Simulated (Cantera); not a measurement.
Feed: 1 mol borazine, 2.1 mol H₂, 7.7 mol H₂O, at 0.0900 Torr.

Cantera equilibrium calculation (NASA polynomials, part measured and part estimated; ideal gas, pure solids and liquids). Candidate condensed phases: B, BN, B₂O₃, B₃O₃H₃, H₂O; 39 gas species. The feed counts by its element totals alone. Kinetics and transport are ignored.

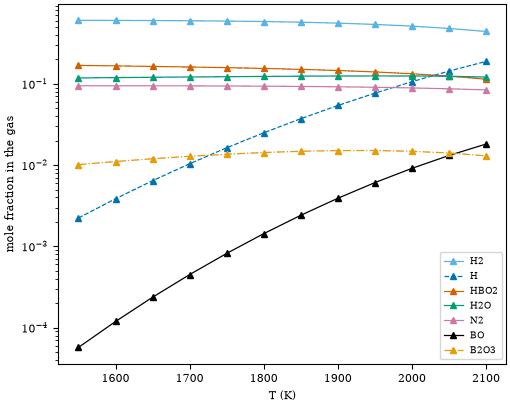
Figure. Equilibrium gas composition (values under 1e-9 drawn at 1e-9)

From 1550 K to 2100 K nothing is condensed. The main B-bearing gas is HBO₂ throughout.
